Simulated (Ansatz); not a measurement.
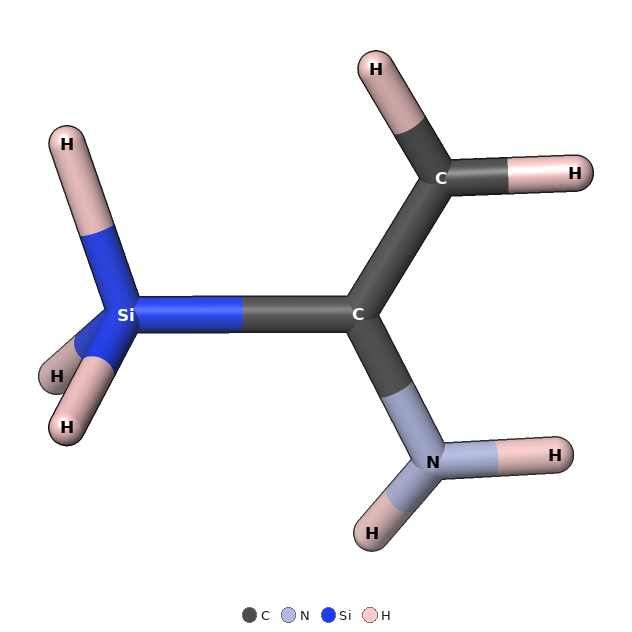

The picture shows the input geometry.

The calculation was set up as follows.

```yaml
crystal:
  periodic: [false, false, false]
  atoms:
    - {symbol: C, position_ang: [0.210602, 1.673599, 0.425258]}
    - {symbol: C, position_ang: [-0.083639, 0.204499, 0.352134]}
    - {symbol: N, position_ang: [-0.719169, -0.607750, 1.512846]}
    - {symbol: Si, position_ang: [0.226109, -0.813316, -1.456222]}
    - {symbol: H, position_ang: [0.635578, 2.272328, -0.537824]}
    - {symbol: H, position_ang: [0.018847, 2.320542, 1.439385]}
    - {symbol: H, position_ang: [-0.444638, -1.699739, 1.571057]}
    - {symbol: H, position_ang: [-0.713077, -0.107370, 2.526465]}
    - {symbol: H, position_ang: [-1.221396, -1.279619, -2.136095]}
    - {symbol: H, position_ang: [1.109933, -2.201265, -1.170183]}
    - {symbol: H, position_ang: [1.053987, 0.174363, -2.503863]}
basis:
  gaussian: {orbitals: x2c-TZVPPall, fitting: {mean_field: cc-pVTZ-jkfit}}
hamiltonian: {xc: {name: SVWN5}}
output: {forces: true}
```

It was started with:

```sh
ansatz run in.yaml --threads 2 --pin off --events-out ev --progress --plain --max-ram 4352MiB
```

Result:

```
Functional definition: SVWN5
  name "SVWN5"
  cite "Dirac, Proc. Camb. Phil. Soc. 26, 376 (1930) doi:10.1017/S0305004100016108"
  cite "Slater, Phys. Rev. 81, 385 (1951) doi:10.1103/PhysRev.81.385"
  cite "Vosko, Wilk & Nusair, Can. J. Phys. 58, 1200 (1980) doi:10.1139/p80-159"
  exchange = slater_x
  correlation = vwn5_c
568 factors; integrals over basis functions are off by at most 9.9e-1 eV
mean field evaluation 1: about -11496.5904 eV, gradient 6.8e1 eV
mean field evaluation 2: about -11415.9588 eV, gradient 1.5e2 eV
mean field evaluation 4: about -11505.1741 eV, gradient 2.9e1 eV
mean field evaluation 8: about -11507.3721 eV, gradient 6.6e-1 eV
mean field evaluation 16: about -11507.3708 eV, gradient 2.1e-4 eV
mean field -11507.37081817 eV, -422.8880775918 hartree, gradient 2.6e-5 eV, S^2 0.000000; 0 other end points of the search recorded, 0 dependent functions left out
the calculation of the forces begins
reference -11507.37085935 eV, -422.8880791050 hartree; 20, 20 occupied and 213, 213 virtual orbitals, 568 factors
Total energy: -11507.37085935 eV, -422.8880791050 hartree
Relativity: scalar
Atom 0 at     0.210602     1.673599     0.425258 Å, force    -0.669705    -2.916836    -0.016193 eV/Å
Atom 1 at    -0.083639     0.204499     0.352134 Å, force     0.070004     2.159523     1.364200 eV/Å
Atom 2 at    -0.719169    -0.607750     1.512846 Å, force     1.962202     0.714608    -0.464733 eV/Å
Atom 3 at     0.226109    -0.813316    -1.456222 Å, force    -0.151510     0.216765     0.688537 eV/Å
Atom 4 at     0.635578     2.272328    -0.537824 Å, force    -1.092181    -1.617411     2.246703 eV/Å
Atom 5 at     0.018847     2.320542     1.439385 Å, force     0.446536    -1.660828    -2.381531 eV/Å
Atom 6 at    -0.444638    -1.699739     1.571057 Å, force    -0.504331     3.362622    -0.255553 eV/Å
Atom 7 at    -0.713077    -0.107370     2.526465 Å, force     0.264778    -1.396374    -3.059594 eV/Å
Atom 8 at    -1.221396    -1.279619    -2.136095 Å, force     1.753949     0.597639     0.847577 eV/Å
Atom 9 at     1.109933    -2.201265    -1.170183 Å, force    -1.058929     1.698964    -0.313633 eV/Å
Atom 10 at     1.053987     0.174363    -2.503863 Å, force    -1.020814    -1.158671     1.344222 eV/Å
Dipole moment:     0.078606    -0.141901     0.224801 e Å
```

The calculation finished and met its thresholds.
